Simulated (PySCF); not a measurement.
Be(OH)(OSiH3), SMILES [OH][Be][O][SiH3] (H4BeO2Si), singlet at its B3LYP/def2-SVP optimised geometry (Å):

```
8

Be    -1.5932    -1.8673     2.4504
O     -2.0905    -2.5386     3.5579
H     -2.4308    -2.9983     4.3145
O     -1.0875    -1.1814     1.3172
Si    -0.5108    -0.3816     0.0000
H      0.9826    -0.3816     0.0000
H     -0.9825     1.0354     0.0000
H     -0.9826    -1.0354    -1.2571
```

Level of theory: B3LYP/def2-TZVP (PySCF 2.14.0). Cells within 0.4 Å of a nucleus heavier than hydrogen are left out (blank, or x).

Map of the LUMO amplitude (bohr^(-3/2)) on the plane z = 0.0 Å; orbital energy -0.66 eV, overall sign arbitrary:

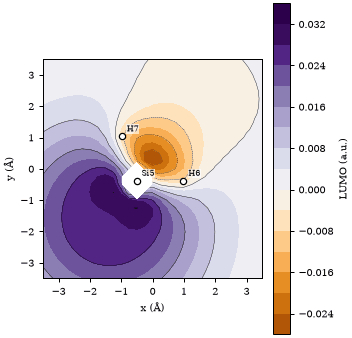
Figure. LUMO amplitude (bohr^(-3/2)) on the plane z = 0.0 Å.
